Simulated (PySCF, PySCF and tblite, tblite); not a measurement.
# C₃H₇N: conformers and averaged spectra, part 2 of 2

PySCF and tblite. Atoms count from 0. Earlier steps stand in the parts before.

## Step 10: Couplings, conformer 2: B3LYP/pcJ-1

Job settings and geometry (Å):

```
{"job": {"xc": "B3LYP", "basis": "pcJ-1", "kind": "j"}, "charge": 0, "multiplicity": 1}
N     -1.448127    -0.042893    -0.507735
C     -0.298033    -0.285642     0.305912
C      1.024458    -0.391776    -0.393010
C      0.703517     0.824223     0.424200
H     -2.183187     0.409807     0.031843
H     -1.832841    -0.917501    -0.859249
H     -0.409504    -0.917397     1.202074
H      1.003913    -0.282462    -1.480278
H      1.761295    -1.103285    -0.011095
H      0.469183     1.743435    -0.118618
H      1.214748     0.966162     1.379991
```

Output:

```text
coarse grid: 8664 points
cycle   1  E = -173.1805811800  dE =  4.188e-01  |g| = 4.481e-01  |ddm| = 2.479e+00
cycle   2  E = -173.1502664055  dE =  3.031e-02  |g| = 5.868e-01  |ddm| = 9.247e-01
cycle   3  E = -173.2295356323  dE = -7.927e-02  |g| = 3.239e-02  |ddm| = 5.287e-01
cycle   4  E = -173.2296343601  dE = -9.873e-05  |g| = 2.107e-02  |ddm| = 3.875e-02
cycle   5  E = -173.2297265276  dE = -9.217e-05  |g| = 5.340e-03  |ddm| = 2.011e-02
cycle   6  E = -173.2297326072  dE = -6.080e-06  |g| = 2.974e-04  |ddm| = 4.134e-03
final grid: 82224 points
cycle   7  E = -173.2600593498  dE = -6.964e-05  |g| = 5.541e-03  |ddm| = 1.736e-02
cycle   8  E = -173.2600544000  dE =  4.950e-06  |g| = 7.215e-03  |ddm| = 1.037e-02
cycle   9  E = -173.2600665545  dE = -1.215e-05  |g| = 2.861e-04  |ddm| = 5.894e-03
cycle  10  E = -173.2600665538  dE =  7.318e-10  |g| = 2.755e-04  |ddm| = 4.386e-04
cycle  11  E = -173.2600665701  dE = -1.636e-08  |g| = 2.645e-05  |ddm| = 2.238e-04
cycle  12  E = -173.2600665703  dE = -1.343e-10  |g| = 4.134e-06  |ddm| = 2.582e-05
converged SCF energy = -173.2600665703

Indirect spin-spin couplings (Hz)
  i      j    bonds     total        FC       PSO       DSO        SD
  0 N    1 C    1     -8.482    -8.178     0.345    -0.085    -0.564
  0 N    2 C    2     -3.434    -3.556     0.118     0.012    -0.008
  0 N    3 C    2     -3.431    -3.552     0.118     0.012    -0.008
  0 N    4 H    1    -66.921   -63.574    -2.906    -0.247    -0.193
  0 N    5 H    1    -66.916   -63.569    -2.906    -0.247    -0.193
  0 N    6 H    2      0.961     0.963    -0.195     0.173     0.021
  0 N    7 H    3     -3.492    -3.517     0.035    -0.025     0.015
  0 N    8 H    3     -1.691    -1.746    -0.136     0.194    -0.003
  0 N    9 H    3     -3.489    -3.513     0.035    -0.025     0.015
  0 N   10 H    3     -1.689    -1.744    -0.136     0.194    -0.003
  1 C    2 C    1     17.497    18.385    -1.092     0.204         -
  1 C    3 C    1     17.487    18.375    -1.092     0.204         -
  1 C    4 H    2     -2.577    -2.492     0.262    -0.347         -
  1 C    5 H    2     -2.578    -2.492     0.262    -0.347         -
  1 C    6 H    1    171.488   170.036     0.384     1.068         -
  1 C    7 H    2     -3.268    -3.373     0.362    -0.257         -
  1 C    8 H    2     -0.471    -0.536     0.349    -0.284         -
  1 C    9 H    2     -3.273    -3.377     0.362    -0.257         -
  1 C   10 H    2     -0.476    -0.542     0.349    -0.283         -
  2 C    3 C    1     16.892    17.568    -0.842     0.166         -
  2 C    4 H    3     10.466    10.570     0.522    -0.626         -
  2 C    5 H    3      0.273     0.316     0.204    -0.247         -
  2 C    6 H    2      1.925     1.916     0.309    -0.300         -
  2 C    7 H    1    170.177   168.671     0.698     0.807         -
  2 C    8 H    1    167.660   166.037     0.849     0.774         -
  2 C    9 H    2     -1.976    -2.066     0.438    -0.347         -
  2 C   10 H    2     -2.144    -2.254     0.491    -0.381         -
  3 C    4 H    3      0.276     0.319     0.204    -0.247         -
  3 C    5 H    3     10.464    10.569     0.522    -0.626         -
  3 C    6 H    2      1.927     1.918     0.309    -0.300         -
  3 C    7 H    2     -1.982    -2.073     0.438    -0.347         -
  3 C    8 H    2     -2.148    -2.258     0.491    -0.380         -
  3 C    9 H    1    170.186   168.680     0.699     0.807         -
  3 C   10 H    1    167.662   166.039     0.849     0.774         -
  4 H    5 H    2     -9.041    -9.726     5.092    -4.407         -
  4 H    6 H    3      1.414     1.634     0.881    -1.101         -
  4 H    7 H    4     -0.713    -0.587     1.995    -2.120         -
  4 H    8 H    4      1.365     1.489     2.131    -2.255         -
  4 H   10 H    4     -0.300    -0.165     1.174    -1.309         -
  5 H    6 H    3      1.422     1.642     0.879    -1.099         -
  5 H    8 H    4     -0.301    -0.165     1.174    -1.309         -
  5 H    9 H    4     -0.713    -0.587     1.995    -2.120         -
  5 H   10 H    4      1.364     1.488     2.131    -2.255         -
  6 H    7 H    3      3.620     3.693     2.733    -2.806         -
  6 H    8 H    3      7.197     7.262     0.169    -0.234         -
  6 H    9 H    3      3.618     3.691     2.732    -2.806         -
  6 H   10 H    3      7.199     7.264     0.169    -0.234         -
  7 H    8 H    2     -4.517    -4.668     3.186    -3.035         -
  7 H    9 H    3     11.378    11.435     0.224    -0.281         -
  7 H   10 H    3      6.897     6.945     2.767    -2.816         -
  8 H    9 H    3      6.890     6.939     2.767    -2.815         -
  8 H   10 H    3     10.356    10.423     0.456    -0.523         -
  9 H   10 H    2     -4.517    -4.668     3.186    -3.035         -
```

It took 9.1 s on 1 thread of AMD EPYC 7B13, shared host; peak memory 0.8 GiB.

In short: HOMO -6.58 eV, LUMO 1.28 eV; dipole 1.38 D.

## Step 11: Averages: properties at PBE0/pcSseg-1 in chloroform

Job settings and geometry (Å):

```
{"job": {"study": "conf", "smiles": "NC1CC1", "search": {"seed": 1503, "n_embed": 90, "ff_keep": 14, "window": 3.0, "nmax": 8, "temps": [250, 273.15, 298.15, 323.15, 373.15], "t_ref": 298.15, "order": 0.0005, "geom": true}, "level": {"nmr": {"xc": "PBE0", "basis": "pcSseg-1", "solvent": "chloroform"}, "sp": {"xc": "PBE0", "basis": "def2-TZVP", "solvent": "chloroform"}, "j": {"xc": "B3LYP", "basis": "pcJ-1", "top": 4}}, "kind": "conf"}, "charge": 0, "multiplicity": 1}
N     -1.448127    -0.042893    -0.507735
C     -0.298033    -0.285642     0.305912
C      1.024458    -0.391776    -0.393010
C      0.703517     0.824223     0.424200
H     -2.183187     0.409807     0.031843
H     -1.832841    -0.917501    -0.859249
H     -0.409504    -0.917397     1.202074
H      1.003913    -0.282462    -1.480278
H      1.761295    -1.103285    -0.011095
H      0.469183     1.743435    -0.118618
H      1.214748     0.966162     1.379991
```

Output:

```text
conformer  sym    E(xTB)   E(DFT)   G(298.15 K)  weight  dipole/D
    1     C1      0.000    1.575    1.366   0.0907    1.459
    2     Cs      0.708    0.000    0.000   0.9093    1.606

mean shielding (ppm) by class
class atoms           250 K   273.15 K   298.15 K   323.15 K   373.15 K
  0 N  0            222.463    222.478    222.495    222.512    222.548
  1 C  1             159.88    159.842    159.799    159.754    159.665
  2 C  2,3          175.378    175.382    175.385    175.389    175.397
  3 H  4,5           30.157     30.171     30.187     30.204     30.237
  4 H  6             29.072     29.075     29.078     29.081     29.087
  5 H  7,9           31.027      31.03     31.034     31.038     31.046
  6 H  8,10          30.807     30.806     30.804     30.802     30.799
```

It took 37 s on 1 thread of AMD EPYC 7B13, shared host. This counts the runs that the step sums up.

The search (ETKDG and KDG, MMFF94s, GFN2-xTB) embedded 90 structures, kept 2 distinct ones after the force field and 2 after xTB; 2 were carried on (window 3.0 kcal/mol at the search's own energies). Energies: PBE0/def2-TZVP in chloroform with D3(BJ).

Conformer by conformer (298 K):

```
no.  group  mirror pair  ΔE xTB  ΔE DFT    ΔG  weight (%)  μ (D)  H4–N0–C1–C2 (°)      A, B, C (GHz)
  1     C1          yes    0.00    1.57  1.37         9.1   1.46              -27  16.33, 6.64, 5.80
  2     Cs           no    0.71    0.00  0.00        90.9   1.61             -155  16.47, 6.75, 5.83
```

Energies in kcal/mol. ΔG holds xTB vibrations and rotation, symmetry numbers and mirror pairs.

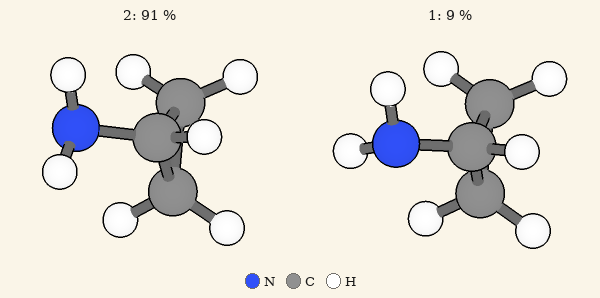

Conformers, most populated first.

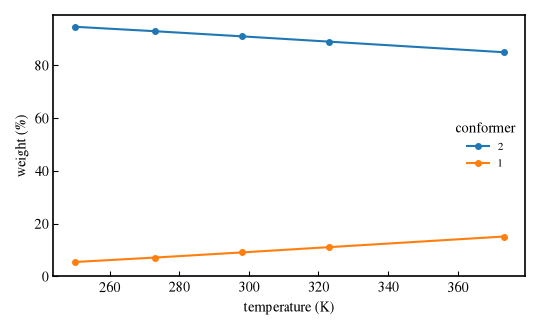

Weights against temperature.

How the weights hang on the way they are made:

| scheme | 2 | 1 | mean μ (D) |
| --- | --- | --- | --- |
| DFT free energy | 91 | 9 | 1.59 |
| DFT energy, symmetry counted | 88 | 12 | 1.59 |
| DFT energy alone | 93 | 7 | 1.60 |
| xTB energy, symmetry counted | 13 | 87 | 1.48 |
| xTB free energy | 18 | 82 | 1.49 |
| lowest conformer only | 100 | 0 | 1.61 |
| equal weights | 50 | 50 | 1.53 |
| conformers found from three starts alone | 0 | 100 | 1.46 |

Shifts against references run at the same level ($^{13}$C TMS 185.2, $^{1}$H TMS 31.25, $^{15}$N NH3 267.8 ppm of shielding), by class of atoms, at 298 K:

```csv
atoms,environment,no. 2,no. 1,average,measured
C1,three-membered-ring carbon,25.2,27.4,25.4,24.0
"C2, C3",three-membered-ring carbon,9.8,9.6,9.8,7.4
H6,hydrogen on a three-membered-ring carbon,2.18,2.04,2.17,2.23
"H4, H5",hydrogen on an amine nitrogen,1.13,0.31,1.06,–
"H8, H10",hydrogen on a three-membered-ring carbon,0.43,0.52,0.44,–
"H7, H9",hydrogen on a three-membered-ring carbon,0.23,0.03,0.21,–
N0,amine nitrogen,45.4,44.5,45.3,–
```

Measured: solution, not stated per compound (mostly CDCl3 or CCl4); Pretsch, Buehlmann, Badertscher, Structure Determination of Organic Compounds, 4th ed. (2009).

Couplings (Hz, B3LYP/pcJ-1; one pair named for each class, the eight largest averages at most for each number of bonds), from conformers that hold 100 % of the weight:

```csv
pair,bonds,no. 2,no. 1,average
C1–H6,1,171.5,177.5,172.0
C2–H7,1,170.2,164.6,169.7
C2–H8,1,167.7,168.4,167.7
N0–H4,1,-66.9,-65.7,-66.8
C1–C2,1,17.5,15.7,17.3
C2–C3,1,16.9,13.6,16.6
N0–C1,1,-8.5,-5.2,-8.2
H4–H5,2,-9.0,-10.0,-9.1
H7–H8,2,-4.5,-6.0,-4.7
C1–H7,2,-3.3,-3.1,-3.2
N0–C2,2,-3.4,0.0,-3.1
C1–H4,2,-2.6,-3.5,-2.7
C2–H10,2,-2.1,-2.6,-2.2
C2–H9,2,-2.0,-1.9,-2.0
C2–H6,2,1.9,0.6,1.8
H7–H9,3,11.4,11.5,11.4
H8–H10,3,10.4,10.9,10.4
H6–H8,3,7.2,8.1,7.3
H7–H10,3,6.9,6.9,6.9
C2–H4,3,5.4,4.0,5.2
H6–H7,3,3.6,4.4,3.7
N0–H7,3,-3.5,-2.2,-3.4
H4–H6,3,1.4,8.1,2.0
```

Effective distances for nuclear Overhauser effects, ⟨r⁻⁶⟩^(−1/6) as a mean over all pairs of two classes, so longer than the nearest pair where a class holds remote atoms (Å): H7···H8 2.06; H6···H8 2.49; H4···H6 2.52; H6···H7 3.10; H4···H7 3.12; H4···H8 3.89.

## Step 12: Summary of results

This closing draws on all 2 parts.

| quantity | value |
| --- | --- |
| conformers | 2; the first in weight is no. 2 (Cs), 91 % at 298 K |
| root-mean-square dipole | 1.59 D |
| averaged $^{13}$C shifts (PBE0/pcSseg-1 in chloroform) | 25.4, 9.8 ppm |
| averaged $^{1}$H shifts (PBE0/pcSseg-1 in chloroform) | 2.17, 1.06, 0.44, 0.21 ppm |

In words: At 298 K conformer 2 holds 91 % of the ensemble (95 % at 250 K, 85 % at 373 K). xTB puts no. 1 lowest, DFT no. 2. Among conformers over 5 %, H4, H5 differ by 0.82 ppm, while the average moves by 0.08 ppm from 250 to 373 K. Against 2 measured $^{13}$C shifts the average misses by 1.9 ppm, the leading conformer alone by 1.8 ppm. Against 1 measured $^{1}$H shift the average misses by 0.06 ppm, the leading conformer alone by 0.05 ppm. Vibration is missing from the shifts, so part of that gap is not the functional's. Among vicinal couplings, H4–H6 differs most between the conformers listed (1.4 for no. 2, 8.1 for no. 1; average 2.0 Hz). Protons on O, N, S or Se exchange and bind to solvent, so their values hold for the lone molecule only.
